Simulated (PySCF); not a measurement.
# C₃H₄, triplet, SMILES `[CH]C=C`: electronic structure

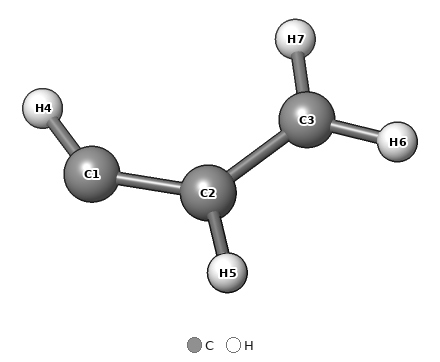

The molecule, with its atoms numbered as below. No frequency check shows the geometry to be a minimum.

Geometry (Å), atoms numbered from 1:

```
C1       1.2980   -0.1124    0.0000
C2       0.0783    0.4447    0.0000
C3      -1.1281   -0.2354    0.0000
H4       1.7040   -1.0979    0.0000
H5       0.0257    1.5304    0.0000
H6      -2.0617    0.2962    0.0000
H7      -1.1570   -1.3100    0.0000
```

## 1. Bonding charge

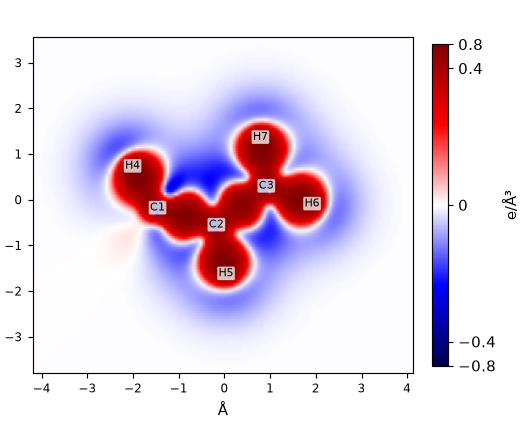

Deformation density (molecule less spherical, spin-averaged free atoms) in the molecular plane; colour scale in e/Å³, logarithmic beyond ±0.1; red: gain, blue: loss.

Method: TPSS/cc-pVTZ; geometry: GFN2-xTB; program: PySCF. The stability of the open-shell solution wasn't checked. GFN2-xTB doesn't know the spin state, so this open-shell geometry is rough.

> How much density has each bond in this plane gained at its critical point, relative to the free atoms?

C1–H4: +0.78 e/Å³ at the bond critical point (bond length 1.07 Å, Mayer order 1.0). C3–H7: +0.77 e/Å³ at the bond critical point (bond length 1.07 Å, Mayer order 1.0). C3–H6: +0.77 e/Å³ at the bond critical point (bond length 1.07 Å, Mayer order 1.0). C2–H5: +0.74 e/Å³ at the bond critical point (bond length 1.09 Å, Mayer order 0.9). C1–C2: +0.74 e/Å³ at the bond critical point (bond length 1.34 Å, Mayer order 1.5). C2–C3: +0.65 e/Å³ at the bond critical point (bond length 1.39 Å, Mayer order 1.4). In all, 1.4 electrons gather in the regions of gain relative to the promolecule.

> Where do the Hirshfeld charges lie?

The highest Hirshfeld charge is on H4 (+0.05 e), the lowest on C3 (−0.07 e).

## 2. Local ionisation energy

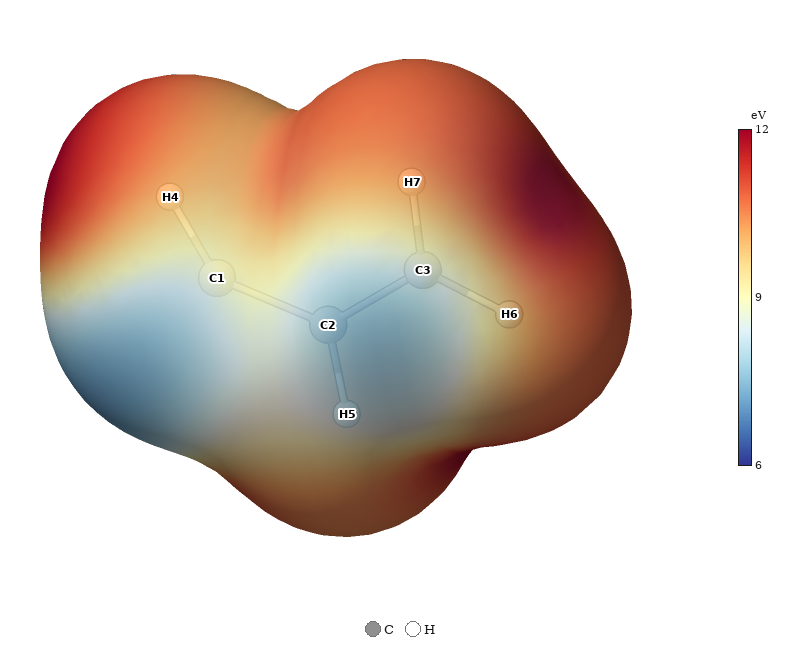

Average local ionisation energy on the surface of electron density 0.001 a.u.

> Locate the minima of the map.

The lowest value is 7.0 eV, 2.0 Å from C1. Further minima include 7.3 eV, off the molecular plane, over C3 (2.0 Å), and at like points elsewhere; 10.5 eV, 1.3 Å from H5. For comparison, the highest occupied orbital lies at −4.9 eV.

> What volume does the surface enclose, and what is the dipole moment?

About 73 Å³; the dipole moment is 0.6 D.

## 3. Spin density

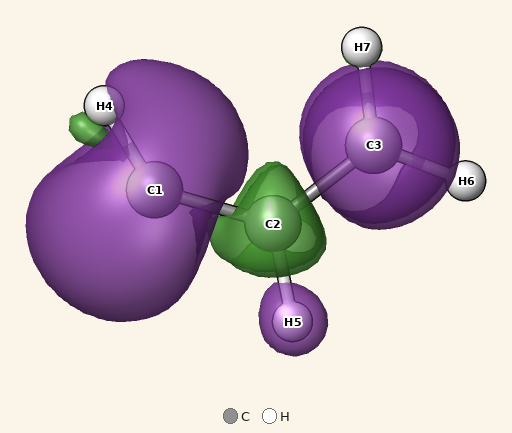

Spin density ρα − ρβ at ±0.03 e/Å³ (purple: excess α, green: excess β).

> How is the spin shared among the atoms?

Hirshfeld spin populations: C1 +1.25, C3 +0.50, H4 +0.10, C2 +0.04 and H6 +0.04. ⟨S²⟩ = 2.03, against 2.00 for a pure state. The picture also shows regions of β spin from spin polarisation; the Hirshfeld sums, whose atoms overlap, net them against the α spin of neighbours.

## 4. In an electric field

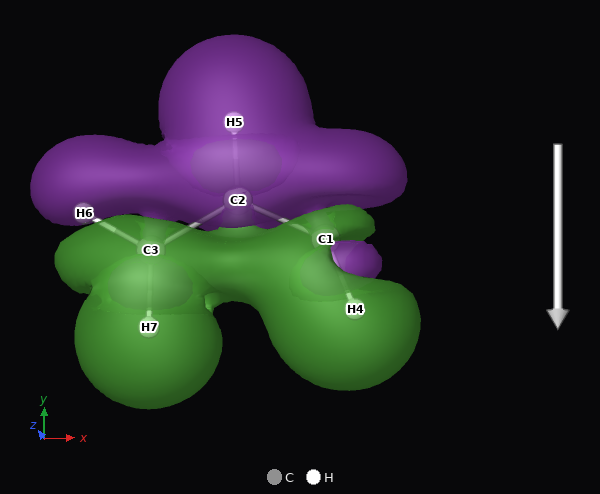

Change of the electron density in a uniform field of 0.41 V/Å along −y (arrow), surfaces at ±0.0015 e/Å³ (purple: gain, green: loss).

Method: r2SCAN/aug-cc-pVDZ; geometry: GFN2-xTB; program: PySCF. The stability of the open-shell solution wasn't checked. GFN2-xTB doesn't know the spin state, so this open-shell geometry is rough.

The field was applied in both directions; the picture shows the one opposite to the script's first.

> How large is the response?

The induced dipole is 0.71 D (along the field); α along this axis, from the fields in both directions, is 35 bohr³ (5.2 Å³).
